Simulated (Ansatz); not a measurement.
## Ba3PbO (model cell, started as antiperovskite): following an unstable mode

Wanted: the energy along a soft mode of Ba3PbO (model cell, started as antiperovskite) and the structure at the end.

Program: Ansatz 0.2.0. Level of theory: DFT PBEsol, scalar-relativistic, plane waves, PAW; PAW set soft_1. Results are calculated unless marked as measured.

The structure was built from a prototype and need not be the compound's stable phase.

### Step 1. Set-up

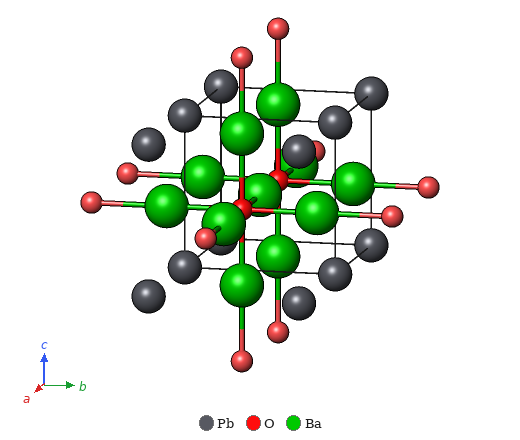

The starting structure, seen slightly off an axis (lead dark grey, oxygen red, barium green). 2×1×1 cells are drawn. Some periodic images of atoms are drawn too.

### Step 2. The dispersion

The cell comes from relaxations at this level that are not shown. Stability and thermal properties need the whole zone. Linear response on a 2×2×2 q mesh gives force constants as far as a supercell of that size would.

Input file input.yaml:

```yaml
crystal:
  lattice:
    - [5.4139058655, 0.0, 0.0]
    - [0.0, 5.4139058655, 0.0]
    - [0.0, 0.0, 5.4139058655]
  atoms:
    - { symbol: Pb, position: [0.0, 0.0, 0.0] }
    - { symbol: O, position: [0.5, 0.5, 0.5] }
    - { symbol: Ba, position: [0.5, 0.5, 0.0] }
    - { symbol: Ba, position: [0.5, 0.0, 0.5] }
    - { symbol: Ba, position: [0.0, 0.5, 0.5] }
kpoints:
  mp_grid: { grid: [8, 8, 8] }
hamiltonian:
  xc: pbesol
  pseudopotentials: { kind: paw, azcp: { folder: soft_1 }, xc_functional: pbe }
scf:
  occupations: { method: methfessel_paxton, width: 0.2 }
output:
  eigenvalues: true
phonons:
  method: dfpt
  qmesh: [2, 2, 2]
  temperatures: { t_max: 1000, t_step: 50 }
  qpath:
    path:
      - [[0.0, 0.0, 0.0], [0.0, 0.5, 0.0], [0.5, 0.5, 0.0], [0.0, 0.0, 0.0], [0.5, 0.5, 0.5], [0.0, 0.5, 0.0]]
      - [[0.5, 0.5, 0.5], [0.5, 0.5, 0.0]]
    npoints: 10
```

Run with:

```console
ansatz run input.yaml --threads 8 --pin off --max-ram 16384MiB --backend cpu --events-out ev --progress --plain --runs-dir out
```

Numbers of over 12 decimals in the logs are rounded to 6 here.

The program printed:

```text
Engine: ansatz 0.2.0, aarch64-unknown-linux-gnu
Pseudopotentials: kind: paw
Pseudopotential: Pb, paw, valence charge 14, recommended cutoff 420 eV (normal), soft_1/Pb.paw.azcp
Pseudopotential: O, paw, valence charge 6, recommended cutoff 420 eV (normal), soft_1/O.paw.azcp
Pseudopotential: Ba, paw, valence charge 10, recommended cutoff 420 eV (normal), soft_1/Ba.paw.azcp
Functional definition: PBEsol
  exchange = pbesol_x
  correlation = pbesol_c
Crystal: 5 atoms, lattice volume = 158.684 Å³
Basis set: ecut = 420 eV, 3071 PW (Γ), exchange–correlation on 80×80×80 points (8 copies of the dense FFT grid, shifted against one another)
Bands: 30, of which v1, the nominal top of the filled ones, is band 25 counted from 1 (24 counted from 0)
Symmetry: 48 space group operations
k-points: 35 of 512
Non-local potential: Pb, projectors of the file, l = 0: 2, l = 1: 2, l = 2: 2, l = 3: 1
Non-local potential: O, projectors of the file, l = 0: 2, l = 1: 2, l = 2: 1
Non-local potential: Ba, projectors of the file, l = 0: 3, l = 1: 2, l = 2: 2, l = 3: 2
PAW form: soft (Blöchl's): semilocal exchange-correlation on the pseudo side does not see the compensation charge
PAW frozen core: Pb, regenerated for the run's functional, and the local potential with it (the file was generated under x = pbe(κ = 0.804, μ = 0.219515), c = pbe(β = 0.066725))
PAW frozen core: O, regenerated for the run's functional, and the local potential with it (the file was generated under x = pbe(κ = 0.804, μ = 0.219515), c = pbe(β = 0.066725))
PAW frozen core: Ba, regenerated for the run's functional, and the local potential with it (the file was generated under x = pbe(κ = 0.804, μ = 0.219515), c = pbe(β = 0.066725))
PAW one-centre angular grid: Pb, 590 points (default); XC on 64 Gauss nodes
PAW one-centre angular grid: O, 110 points (default); XC on 64 Gauss nodes
PAW one-centre angular grid: Ba, 194 points (default); XC on 64 Gauss nodes
Initial density: superposition of atomic densities (chi_scale 0.1, normalization cell, long waves kept (reshape's long-wave potential 0.00 eV rms))
Initial wavefunctions: pseudopotential atomic-orbital guess
Functional: x = pbesol(κ = 0.804, μ = 0.123457), c = pbesol(β = 0.046)
SCF iter   1: F=—  HF=-29914.602228 eV  |F-HF|=—  |Δ(HF+E_count)|=         —  Δρ=9.55e-2  dr2=1.76e1  ethr=3.10e-3  ⟨swp⟩=10.7  Hψ=12787  notcnv=0
automatic band count: the SCF goes on with 35 bands, as 30 were too few: they end inside the smearing window of the response
preconditioner: auto → Kerker (q_TF=auto, 2.251 Å⁻¹)  [metal: Δε(μ)=0.015 eV  Ē_g=12.243 eV  σ=0.200 eV  W_gap=0.06  n_scr=26 (ndim 8)  ℏωp=19.6 eV  f_vac=0.000  D(μ)=2.37/eV (n_scr^D=18)]
SCF iter   2: F=—  HF=-29911.445361 eV  |F-HF|=—  |Δ(HF+E_count)|=    3.16e0  S|Δr|=    0.00e0  Δρ=2.87e-2  dr2=2.19e0  ethr=3.10e-3  ⟨swp⟩=3.0  Hψ=2876  notcnv=0  defer=113
SCF iter   3: F=—  HF=-29911.003479 eV  |F-HF|=—  |Δ(HF+E_count)|=   4.42e-1  S|Δr|=    0.00e0  Δρ=7.65e-3  dr2=1.56e-1  ethr=3.10e-3  ⟨swp⟩=2.5  Hψ=2254  notcnv=0  defer=112
SCF iter   4: F=—  HF=-29910.978463 eV  |F-HF|=—  |Δ(HF+E_count)|=   2.50e-2  S|Δr|=    0.00e0  Δρ=1.81e-3  dr2=1.16e-2  ethr=3.13e-4  ⟨swp⟩=3.1  Hψ=2381  notcnv=0  defer=108
SCF iter   5: F=—  HF=-29910.976970 eV  |F-HF|=—  |Δ(HF+E_count)|=   1.49e-3  S|Δr|=    0.00e0  Δρ=6.89e-4  dr2=2.95e-3  ethr=2.33e-5  ⟨swp⟩=2.0  Hψ=1331  notcnv=0  defer=108
SCF iter   6: F=—  HF=-29910.976370 eV  |F-HF|=—  |Δ(HF+E_count)|=   6.00e-4  S|Δr|=    0.00e0  Δρ=2.79e-4  dr2=3.49e-4  ethr=5.90e-6  ⟨swp⟩=2.3  Hψ=1496  notcnv=0  defer=108
SCF iter   7: F=—  HF=-29910.976258 eV  |F-HF|=—  |Δ(HF+E_count)|=   1.12e-4  S|Δr|=    0.00e0  Δρ=1.73e-4  dr2=1.02e-4  ethr=6.98e-7  ⟨swp⟩=2.1  Hψ=1753  notcnv=0  defer=108
SCF iter   8: F=—  HF=-29910.976239 eV  |F-HF|=—  |Δ(HF+E_count)|=   1.90e-5  S|Δr|=    0.00e0  Δρ=3.92e-5  dr2=6.93e-6  ethr=2.03e-7  ⟨swp⟩=2.0  Hψ=1216  notcnv=0  defer=108
SCF iter   9: F=—  HF=-29910.976234 eV  |F-HF|=—  |Δ(HF+E_count)|=   5.06e-6  S|Δr|=    0.00e0  Δρ=7.22e-6  dr2=9.80e-8  ethr=1.39e-8  ⟨swp⟩=2.4  Hψ=1732  notcnv=0  defer=108
SCF iter  10: F=—  HF=-29910.976234 eV  |F-HF|=—  |Δ(HF+E_count)|=   2.05e-8  S|Δr|=    0.00e0  Δρ=1.38e-6  dr2=3.65e-9  ethr=1.96e-10  ⟨swp⟩=2.5  Hψ=1819  notcnv=0  defer=108
SCF iter  11: F=—  HF=-29910.976234 eV  |F-HF|=—  |Δ(HF+E_count)|=  2.76e-10  S|Δr|=    0.00e0  Δρ=2.77e-7  dr2=1.43e-10  ethr=7.30e-12  ⟨swp⟩=2.0  Hψ=1852  notcnv=0  defer=108
SCF iter  12: F=-29910.976234 eV  HF=-29910.976234 eV  |F-HF|=7.28e-12  |Δ(HF+E_count)|=  3.64e-12  S|Δr|=    0.00e0  Δρ=6.37e-8  dr2=7.97e-12  ethr=1.00e-12  ⟨swp⟩=14.0  Hψ=8061  notcnv=0
SCF 1 converged in 12 iterations: F = -29910.976234 eV  dr2 = 7.97e-12
  greatest PAW one-centre occupation: 0.976 electrons in one spin orbital (limit 2), on the Pb atom at site 0 (counted from 0), in its partial waves of l = 2
Initial density: read from a saved state, or passed on in memory by an earlier SCF of this step, an earlier step, the calling program or the single point that the run made first
iter 1 solved again at ethr=2.93e-7 eV; its pass at ethr=3.10e-3 eV (dr2=1.46e-4 eV) is discarded
SCF iter   1: F=—  HF=-29910.976233 eV  |F-HF|=—  |Δ(HF+E_count)|=         —  Δρ=3.56e-7  dr2=2.92e-10  ethr=2.93e-7  ⟨swp⟩=3.8  Hψ=8627  notcnv=0
eigensolver tolerance schedule: the retry pair's looser diagonalisation over-reported the residual by 501818.17 of it (diagonalisation noise at an unbounded share of the residual, at the tolerance the schedule requests for it); recorded, not acted on — ethr = c·dr2/N_el stays at c = 1.0e-1
preconditioner: auto → Kerker (q_TF=auto, 2.251 Å⁻¹)  [metal: Δε(μ)=0.104 eV  Ē_g=12.362 eV  σ=0.200 eV  W_gap=0.38  n_scr=26 (ndim 8)  ℏωp=19.6 eV  f_vac=0.000  D(μ)=0.46/eV (n_scr^D=0)]
SCF iter   2: F=—  HF=-29910.976234 eV  |F-HF|=—  |Δ(HF+E_count)|=   3.53e-7  S|Δr|=    0.00e0  Δρ=1.66e-7  dr2=4.74e-11  ethr=1.00e-12  ⟨swp⟩=4.1  Hψ=2889  notcnv=0
SCF iter   3: F=—  HF=-29910.976234 eV  |F-HF|=—  |Δ(HF+E_count)|=  1.09e-11  S|Δr|=    0.00e0  Δρ=9.01e-8  dr2=1.47e-11  ethr=1.00e-12  ⟨swp⟩=3.1  Hψ=2305  notcnv=0
SCF iter   4: F=-29910.976234 eV  HF=-29910.976234 eV  |F-HF|=7.28e-12  |Δ(HF+E_count)|=    0.00e0  S|Δr|=    0.00e0  Δρ=5.36e-8  dr2=6.34e-12  ethr=1.00e-12  ⟨swp⟩=2.5  Hψ=1953  notcnv=0
SCF 2 converged in 4 iterations: F = -29910.976234 eV  dr2 = 6.34e-12
phonons: the bands overlap, so this run is a metal and interpolates without the dipole-dipole term. If the crystal is really an insulator or semiconductor, its LO-TO splitting is missing
NSCF: frozen V_eff on 35 k-points
NSCF: frozen V_eff on 125 k-points
DFPT response loops at q = (0, 0, 0) (fractional): preconditioner auto → Kerker (q_TF=auto, 2.251 Å⁻¹) (partly filled bands, converged f_vac=0.000); β = 1.00, the filter's whole step (`scf.mixing.beta` (0.50) is not read by the response loops under this deck's `scf.mixing.preconditioner`; to damp them name `kerker` or `kerker_dos`, under which they read `scf.mixing.beta`, and type it under 1.00, their step now; both keys bind the ground state too); Broyden in place of MSR1
NSCF: frozen V_eff on 250 k-points
DFPT response loops at q = (0, 0, -0.5) (fractional): mixed as the last ones told, above
NSCF: frozen V_eff on 250 k-points
DFPT response loops at q = (0, -0.5, -0.5) (fractional): mixed as the last ones told, above
NSCF: frozen V_eff on 250 k-points
DFPT response loops at q = (-0.5, -0.5, -0.5) (fractional): mixed as the last ones told, above
SCF converged after 12 iterations
Stability not checked: this state was not tested for a lower state beside it, because cold or Methfessel-Paxton smearing, or corrected tetrahedra, fill the levels in a way that the test cannot read (fill_not_monotonic; see scf.lower_state_search)
Free energy (F): -29910.976234 eV
Harris-Foulkes:  -29910.976234 eV  (|F-HF|=7.28e-12)
Internal energy: -29910.979893 eV  (E = F + TS)
E sigma→0 (E₀):  -29910.977148 eV
Entropy (-TS):   0.003659 eV (0.732 meV/atom)
Fermi energy:    9.694288 eV
--- Per-component energies (eV) ---
  E_band       = -159.326912
  E_kinetic    = 943.357198
  E_local      = -2420.087400  (includes V_loc(G=0)·N_el)
  E_nonlocal   = 644.473330
  E_hartree    = 868.097995
  E_xc         = -864.361633
  E_vxc        = -613.774840  (∫ρ·V_xc dr)
  E_paw        = -25735.003998  (= ΣΔE_a)
  E_vpaw       = -449.491898  (= ΣTr[D̂ρ^β])
  E_aug_tail   = 0.000730  (compensation charges beyond the density's cutoff)
  E_ewald      = -3348.007885
  E_core_change = 0.551771  (= ΣΔE_core)
  E_smearing   = 0.003659  (= −TS)
  E_closure    = 0.000000  (closes the sum)
  Σ components = -29910.976234   (vs F -29910.976234, Δ=0.00e0)
--- Band table (eV; the first three rows and the last of 35) ---
  k-point 0: bands = [... 21 lower, 6.9752, 9.5493, 9.5493, 9.8095, 9.8095, 9.8095, 10.2744, 10.2744, ... 6 higher]
  k-point 1: bands = [... 21 lower, 6.9589, 9.0813, 9.6490, 9.6490, 9.6915, 9.8514, 10.1856, 10.5093, ... 6 higher]
  k-point 2: bands = [... 21 lower, 6.9232, 8.3007, 9.3909, 9.3909, 9.9650, 10.0944, 10.5273, 11.0429, ... 6 higher]
  k-point 34: bands = [... 21 lower, 5.3059, 9.6438, 9.6438, 9.6438, 10.6956, 10.6956, 10.6956, 11.9375, ... 6 higher]
--- Phonons (Γ-DFPT): 4 representative perturbations + reference (Σ response iterations 12) ---
  ASR residual: 5.399e-5 → 0.000e0 eV/Å²; symmetrization residual: 7.557e-6 eV/Å²
  ASR residual per site (eV/Å²): 2.02e-5 5.40e-5 7.13e-6 7.13e-6 7.13e-6
  Γ frequencies (cm⁻¹): 0.00 0.00 0.00 41.37 41.37 41.37 53.48 53.48 53.48 107.16 107.16 107.16 155.17 155.17 155.17
--- Phonons (arbitrary-q DFPT): 4 irreducible q on the 2×2×2 mesh ---
  q = [0.0000, 0.0000, 0.0000] (star 1, of the zone-centre solve; hermiticity 3.82e-6, symmetrization 2.48e-11): -0.00 -0.00 0.00 41.37 41.37 41.37 53.48 53.48 53.48 107.16 107.16 107.16 155.17 155.17 155.17
  q = [0.0000, 0.0000, -0.5000] (star 3, 9 solved perturbations in 975 linear systems a pass and spin channel, the states on 125 of 512 k-point pairs; hermiticity 3.02e-6, symmetrization 3.61e-12): 39.35 39.35 44.96 44.96 56.71 61.42 68.49 68.49 83.21 97.85 97.85 106.29 165.66 165.66 284.24
  q = [0.0000, -0.5000, -0.5000] (star 3, 9 solved perturbations in 975 linear systems a pass and spin channel, the states on 125 of 512 k-point pairs; hermiticity 3.80e-6, symmetrization 2.47e-12): 17.53 54.65 55.50 55.50 57.29 62.75 62.75 66.91 66.91 87.86 99.44 133.80 173.04 274.09 274.09
  q = [-0.5000, -0.5000, -0.5000] (star 1, 4 solved perturbations in 350 linear systems a pass and spin channel, the states on 125 of 512 k-point pairs; hermiticity 2.86e-6, symmetrization 1.69e-11): -14.06 -14.06 -14.06 48.67 48.67 48.67 53.08 53.08 96.85 96.85 96.85 154.59 281.77 281.77 281.77
  sum rule: each row above includes the acoustic sum rule's correction from the zone centre's row sums; it moved no ω² by more than (0.96 cm⁻¹)²
  mesh force constants: q→R imaginary residual 5.30e-18; ASR residual 5.399e-5 → 0.000e0 eV/Å²; symmetrization residual 3.109e-15 eV/Å²
  interpolated dispersion: 62 rows × 15 modes
  density of states and harmonic sums: on the 12×12×12 q-mesh, interpolated from the force constants of a 2×2×2 supercell (no non-analytic term)
  largest difference from the sums on the solved wave vectors: F 2.14e-1 eV, S 2.76e-4 and C_V 6.21e-5 eV/K
  zero-point energy: 0.090686 eV/cell   skipped modes (ω ≤ 0): 12, of them read as no rigid motion or as one in doubt: 9 (2.720e-2 modes/cell left out, lowest -14.06 cm⁻¹)   left out of the sums: 1.93e-3 of the cell's modes: C_V's classical limit lies that fraction below 3 k_B per atom; for a crystal, a wire or a layer, F and S can be off by more, and a phonons.interpolated_qmesh denser along its periods is the remedy for the sampling
```

Run time: 4 min. Hardware: 8 threads of Arm Neoverse V1, shared host; peak memory 2.1 GiB.

Numbers from this step:

```
volume per atom                                         : 31.74 Å³
gap on the k-mesh                                       : 0 eV
sum-rule residual before enforcement                    : 5.40e-5 eV/Å²
lowest frequency on the path                            : -14.06 cm⁻¹
point group                                             : m-3m
highest frequency on the path or at a solved wavevector : 284.2 cm⁻¹
highest optical mode at the zone centre (no LO-TO term) : 155.2 cm⁻¹
lowest optical zone-centre mode                         : 41.37 cm⁻¹
lowest mode on the q mesh (acoustic modes at Γ apart)   : -14.06 cm⁻¹
```

Frequencies (cm⁻¹) solved at each irreducible wavevector; negative means imaginary. Frequencies by wavevector, by row:

```csv
q in reciprocal lattice units,star,mode 1,mode 2,mode 3,mode 4,mode 13,mode 14,mode 15
0 0 0,1,0,0,0,41.4,155.2,155.2,155.2
0 0 -0.5,3,39.4,39.4,45,45,165.7,165.7,284.2
0 -0.5 -0.5,3,17.5,54.6,55.5,55.5,173,274.1,274.1
-0.5 -0.5 -0.5,1,-14.1,-14.1,-14.1,48.7,281.8,281.8,281.8
```

Interpolated from a 2×2×2 q mesh. The phonon branches at the labelled points (cm⁻¹):

| point | branch 1 | branch 2 | branch 3 | branch 4 | branch 12 | branch 13 | branch 14 | branch 15 |
| --- | --- | --- | --- | --- | --- | --- | --- | --- |
| Γ | 0 | 0 | 0 | 41 | 107 | 155 | 155 | 155 |
| X | 39 | 39 | 45 | 45 | 106 | 166 | 166 | 284 |
| M | 18 | 55 | 56 | 56 | 134 | 173 | 274 | 274 |
| Γ | 0 | 0 | 0 | 41 | 107 | 155 | 155 | 155 |
| R | -14 | -14 | -14 | 49 | 155 | 282 | 282 | 282 |
| X | 39 | 39 | 45 | 45 | 106 | 166 | 166 | 284 |
| jump to R | -14 | -14 | -14 | 49 | 155 | 282 | 282 | 282 |
| M | 18 | 55 | 56 | 56 | 134 | 173 | 274 | 274 |

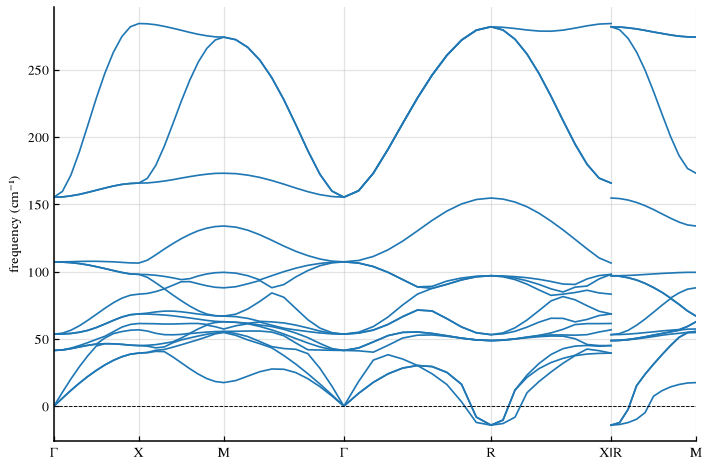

Phonon branches along the path.

Symmetry leaves 4 wavevectors to solve. The lowest mode among them, the acoustic zeros apart, lies at q = (-0.5, -0.5, -0.5) and is imaginary, 14.1i cm⁻¹, so the energy falls along it.

### Step 3. The mode frozen in, largest atomic shift 0 Å

The mode followed lies at q = (-0.5, -0.5, -0.5) with frequency 14.1i cm⁻¹ and is 3-fold degenerate, the softest among the wavevectors solved. At small amplitude the distorted cell has space group no. 74 by a symmetry search on the positions. The undistorted cell that holds it gives the zero of energy on the same k mesh.

System of this step: Ba3PbO (model cell, started as antiperovskite). Symmetry: Pm-3m, No. 221, cubic system. The conventional cell has a = 5.414 Å, b = 5.414 Å, c = 5.414 Å, α = 90.00°, β = 90.00°, γ = 90.00°. Pb has 12 Ba at 3.83 Å nearest. Nearest to O lie 6 Ba at 2.71 Å. Nearest to Ba lie 2 O at 2.71 Å. Farther neighbours and most contacts between anions are not listed.

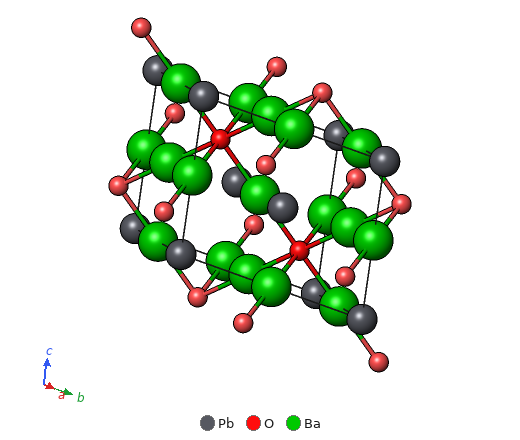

The cell of this step (lead dark grey, oxygen red, barium green). Some periodic images of atoms are drawn too.

input.yaml, the sections that differ from step 2:

```yaml
crystal:
  lattice:
    - [5.4139058655, 5.4139058655, 0.0]
    - [5.4139058655, 0.0, 5.4139058655]
    - [5.4139058655, 0.0, -5.4139058655]
  atoms:
    - { symbol: Pb, position: [0.0, 0.5, 0.5] }
    - { symbol: Pb, position: [0.0, 0.0, 0.0] }
    - { symbol: O, position: [0.5, 0.25, 0.75] }
    - { symbol: O, position: [0.5, 0.75, 0.25] }
    - { symbol: Ba, position: [0.5, 0.0, 1.0] }
    - { symbol: Ba, position: [0.5, 0.5, 0.5] }
    - { symbol: Ba, position: [0.0, 0.0, 0.5] }
    - { symbol: Ba, position: [0.0, 0.5, 0.0] }
    - { symbol: Ba, position: [0.5, 0.0, 0.5] }
    - { symbol: Ba, position: [0.5, 0.5, 0.0] }
output:
  forces: true
  stress: true
  eigenvalues: true
# kpoints, hamiltonian, scf: as in step 2
# phonons: removed
```

The program printed:

```text
[...]
Crystal: 10 atoms, lattice volume = 317.367 Å³
Basis set: ecut = 420 eV, 6183 PW (Γ), exchange–correlation on 108×108×108 points (8 copies of the dense FFT grid, shifted against one another)
Bands: 60, of which v1, the nominal top of the filled ones, is band 50 counted from 1 (49 counted from 0)
Symmetry: 96 space group operations
[...]
k-points: 29 of 512
[...]
k-point 0: bands = [... 46 lower, 9.6464, 9.6464, 9.6464, 9.8082, 9.8082, 9.8082, 10.2772, 10.2772, ... 6 higher]
  k-point 1: bands = [... 46 lower, 9.4360, 9.4389, 9.5363, 9.5363, 9.8421, 9.8421, 10.1665, 10.5124, ... 6 higher]
  k-point 2: bands = [... 46 lower, 9.2486, 9.2486, 9.3352, 9.3352, 10.0072, 10.0072, 10.4265, 10.9911, ... 6 higher]
  k-point 28: bands = [... 46 lower, 8.7478, 8.7478, 8.8085, 8.8085, 10.7490, 10.7490, 11.1048, 11.1048, ... 6 higher]
[key lines of the parts left out:]
SCF converged after 9 iterations
Free energy (F): -59821.952960 eV
Fermi energy:    9.679228 eV
P = ⅓ Tr σ = 0.0085 GPa (0.085 kbar)
```

The job ended after 7.8 s (8 threads; peak memory 1.4 GiB; 59 s of CPU time).

Numbers from this step:

```
pressure                         : 0.008533 GPa
energy from the undistorted cell : 0 meV/atom
```

The run ends at a pressure of 0.01 GPa.

### Step 4. The mode frozen in, largest atomic shift 0.14 Å

The atoms are moved along the unstable eigenvector, the largest shift by 0.14 Å, with the cell fixed.

input.yaml, the sections that differ from step 3:

```yaml
crystal:
  lattice:
    - [5.4139058655, 5.4139058655, 0.0]
    - [5.4139058655, 0.0, 5.4139058655]
    - [5.4139058655, 0.0, -5.4139058655]
  atoms:
    - { symbol: Pb, position: [0.0, 0.5, 0.5] }
    - { symbol: Pb, position: [0.0, 0.0, 0.0] }
    - { symbol: O, position: [0.5, 0.25, 0.75] }
    - { symbol: O, position: [0.5, 0.75, 0.25] }
    - { symbol: Ba, position: [0.5182853104, -0.0182853104, 0.9817146896] }
    - { symbol: Ba, position: [0.4817146896, 0.5182853104, 0.5182853104] }
    - { symbol: Ba, position: [0.0, 0.0091426552, 0.4908573448] }
    - { symbol: Ba, position: [0.0, 0.4908573448, 0.0091426552] }
    - { symbol: Ba, position: [0.5, 0.0091426552, 0.4908573448] }
    - { symbol: Ba, position: [0.5, 0.4908573448, 0.0091426552] }
# kpoints, hamiltonian, scf, output: as in step 3
```

The program printed:

```text
[...]
Crystal: 10 atoms, lattice volume = 317.367 Å³
Basis set: ecut = 420 eV, 6183 PW (Γ), exchange–correlation on 108×108×108 points (8 copies of the dense FFT grid, shifted against one another)
Bands: 60, of which v1, the nominal top of the filled ones, is band 50 counted from 1 (49 counted from 0)
Symmetry: 8 space group operations
[...]
k-points: 95 of 512
[...]
k-point 0: bands = [... 46 lower, 9.5980, 9.6159, 9.6439, 9.8457, 9.8740, 9.8828, 10.2240, 10.2245, ... 6 higher]
  k-point 1: bands = [... 46 lower, 9.4323, 9.4408, 9.5368, 9.5655, 9.8665, 9.8688, 10.1781, 10.4761, ... 6 higher]
  k-point 2: bands = [... 46 lower, 9.2298, 9.2319, 9.3438, 9.3493, 10.0198, 10.0230, 10.4373, 10.9554, ... 6 higher]
  k-point 94: bands = [... 46 lower, 8.7312, 8.7312, 8.8127, 8.8127, 10.7673, 10.7673, 11.0964, 11.0964, ... 6 higher]
[key lines of the parts left out:]
SCF converged after 9 iterations
Free energy (F): -59821.956170 eV
Fermi energy:    9.700781 eV
P = ⅓ Tr σ = 0.0083 GPa (0.083 kbar)
```

Elapsed: 25 s, on 8 threads; peak memory 2 GiB; 3.3 min of CPU time.

This step gave:

```yaml
pressure: 0.008273 GPa
energy_from_the_undistorted_cell: -0.288 meV/atom
```

The energy, extrapolated to zero smearing, is -0.29 meV/atom against the undistorted cell.

The run ends at a pressure of 0.01 GPa, with forces up to 0.0065 eV/Å.

(Part 1 of 3 ends here.)

[Logs are printed without paths, hosts, clocks, repeated set-up lines and the standing remarks that a program may print on its own settings, such as how far it seeks lower states.]

[Hosts, paths, dates, database ids (printed as entryN), source tags and the programs' standing remarks are cut or masked in the printed files.]
